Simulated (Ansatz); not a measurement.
CH4ClSi (SMILES C[SiH-]Cl) (charge −1)

The calculation's input:

```
crystal:
  periodic: [false, false, false]
  atoms:
    - symbol: C
      position_ang: [-1.147604, -0.185580, -0.133778]
    - symbol: Cl
      position_ang: [-0.125120, 1.454034, -2.646397]
    - symbol: Si
      position_ang: [0.052669, -0.593791, -1.620930]
    - symbol: H
      position_ang: [-1.413062, -1.134584, 0.371200]
    - symbol: H
      position_ang: [-0.655443, 0.454598, 0.618386]
    - symbol: H
      position_ang: [-2.085173, 0.309788, -0.440973]
    - symbol: H
      position_ang: [-1.051618, -1.239863, -2.494057]
basis:
  gaussian: {orbitals: def2-TZVPD}
total_charge: -1
hamiltonian: {xc: pbe0}
output: {forces: true, orbitals: {seedname: orbitals}}
```

Launched as:

```sh
ansatz run input.yaml --threads 2 --pin off --max-ram 4350MiB --events-out events.jsonl --progress --plain --runs-dir runs
```

Geometry: r2SCAN-D4/def2-SVPD.

These are results of isolated molecule in a Gaussian basis; Kohn-Sham density functional theory, functional PBE0 (Ansatz), not measurements.

What will maps of the electron density and electron localisation function show?

C–Si (1.95 Å): ρ is about 0.83 e/Å³ halfway; the ELF peaks at about 0.95 between the atoms: localised, covalent bonding.
C–H (1.10 Å): ρ is about 1.9 e/Å³ halfway; the ELF climbs to about 1 towards the hydrogen, as it does in any bond to H; an ordinary covalent bond to hydrogen.
Si–H (1.55 Å): the density is about 0.7 e/Å³ at the midpoint; the ELF climbs to about 1 towards the hydrogen.

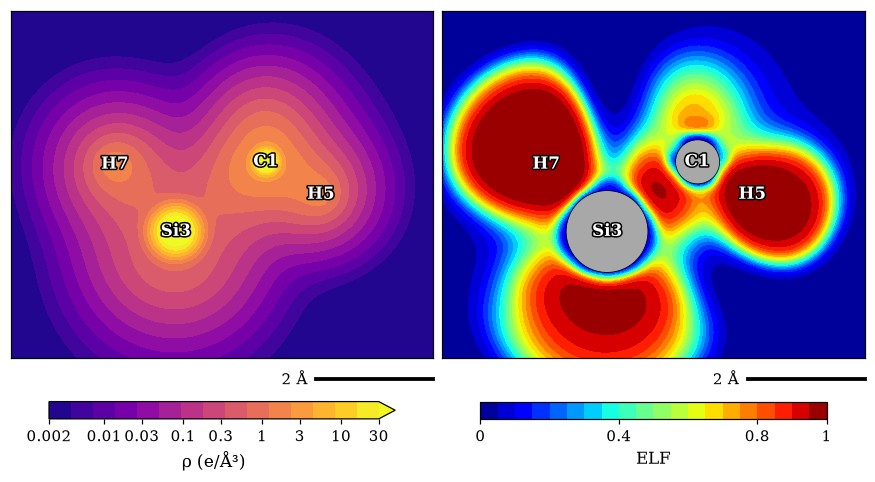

Computed electron density and electron localisation function on the plane of atoms C1, Si3 and H7, in this order. Grey discs cover the atomic cores in the ELF map. 
